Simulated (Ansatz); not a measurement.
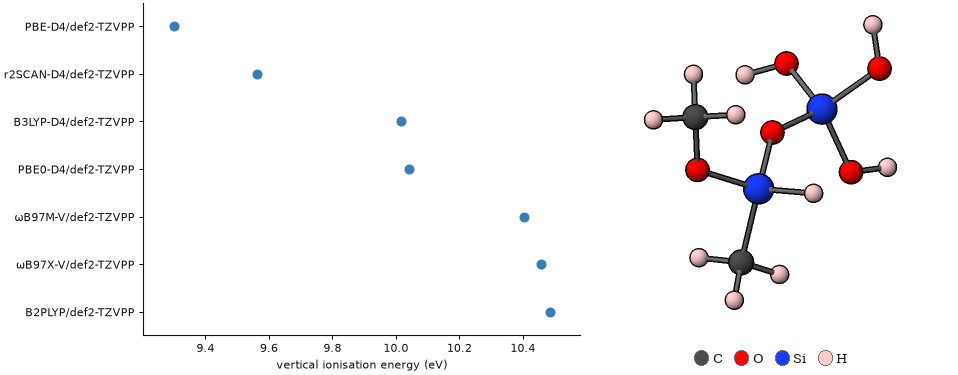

Vertical ionisation energy of C₂H₁₀O₅Si₂, SMILES CO[Si@@H](C)O[Si](O)(O)O, taken as the energy of the cation less that of the neutral at fixed geometry (unrestricted doublet cation, cores frozen in correlated methods, no spin-orbit coupling), the Ansatz code 0.2.0, at a PBE0-D4/def2-TZVP geometry (no frequency check).

What range do the values span?

Answer. From 9.30 eV (PBE-D4/def2-TZVPP) to 10.49 eV (B2PLYP/def2-TZVPP).

Give the values.

Answer.
| level | eV |
| --- | --- |
| PBE-D4/def2-TZVPP | 9.30 |
| r2SCAN-D4/def2-TZVPP | 9.56 |
| B3LYP-D4/def2-TZVPP | 10.01 |
| PBE0-D4/def2-TZVPP | 10.04 |
| ωB97M-V/def2-TZVPP | 10.40 |
| ωB97X-V/def2-TZVPP | 10.46 |
| B2PLYP/def2-TZVPP | 10.49 |

Caveats, for all or some of the runs: one conformer of a flexible molecule.
